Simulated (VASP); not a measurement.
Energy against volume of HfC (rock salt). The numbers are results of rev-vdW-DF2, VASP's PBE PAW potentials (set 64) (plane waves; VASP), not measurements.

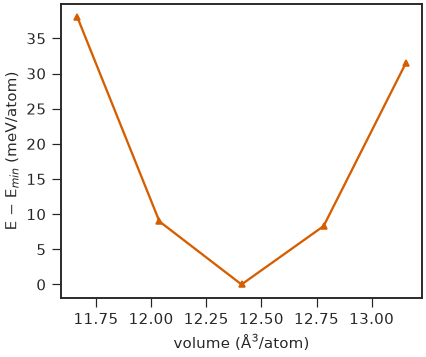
Energy against volume

Estimate the equilibrium volume and the bulk modulus.

The minimum lies near 12.4 Å³/atom, and the curvature gives B0 of about 250 GPa.

Measured: a 4.638 Å (computed value off by -0.2 %), as given by Guo-Xu Zhang et al., New Journal of Physics (2018), doi:10.1088/1367-2630/aac7f0. The calculation is for a static lattice, while the measured a holds thermal and zero-point effects, which are part of the difference.

The compound is HfC in the rock salt structure. It was relaxed first.
